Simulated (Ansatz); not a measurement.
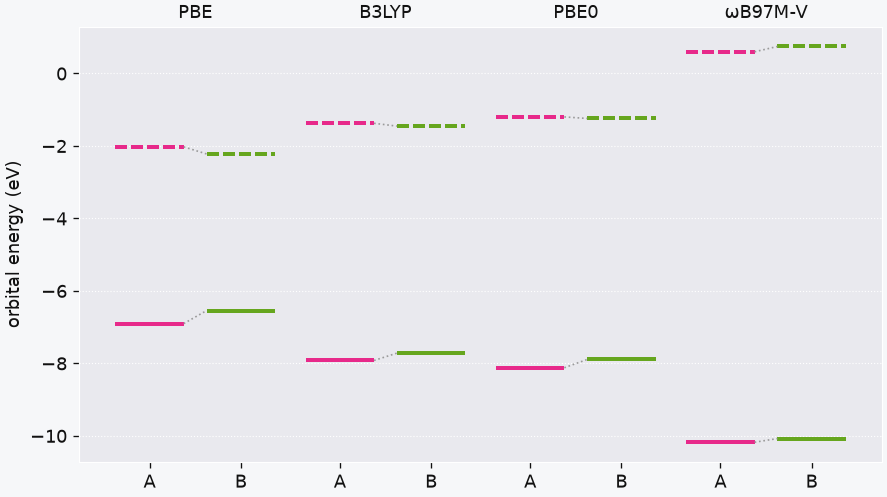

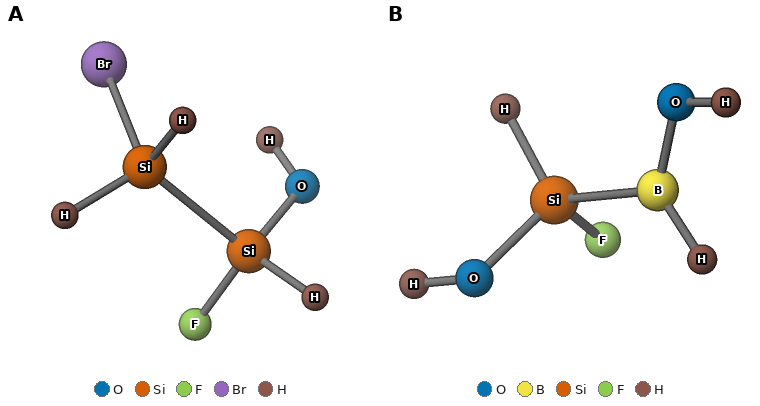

One change: A, Si₂H₄OBrF (SMILES O[Si@H](F)[SiH2]Br), becomes B, BSiH₄O₂F (SMILES OB[Si@H](O)F). SiH₂Br (bound through Si) on Si is replaced by BH₂O (bound through B). HOMO (solid) and LUMO (dashed) computed in def2-TZVPP at PBE0-D4/def2-TZVP geometries, both minima by their frequencies, gas phase, the Ansatz code. Empty levels above zero depend strongly on the basis.

> What does the change do to HOMO and LUMO?

PBE: the HOMO rises by 0.36 eV, the LUMO falls by 0.20 eV, and the separation goes from 4.88 to 4.32 eV. B3LYP: the HOMO rises by 0.20 eV, the LUMO falls by 0.08 eV, and the separation goes from 6.55 to 6.27 eV. PBE0: the HOMO rises by 0.23 eV, the LUMO falls by 0.04 eV, and the separation goes from 6.92 to 6.65 eV. ωB97M-V: the HOMO rises by 0.10 eV, the LUMO rises by 0.15 eV, and the separation goes from 10.78 to 10.82 eV.

> Do the functionals agree on the effect?

Not on every direction; the HOMO shift lies between 0.10 and 0.36 eV and the LUMO shift between −0.20 and 0.15 eV, while the separations themselves differ by up to 6.5 eV between functionals.

Note: one conformer of each flexible molecule.
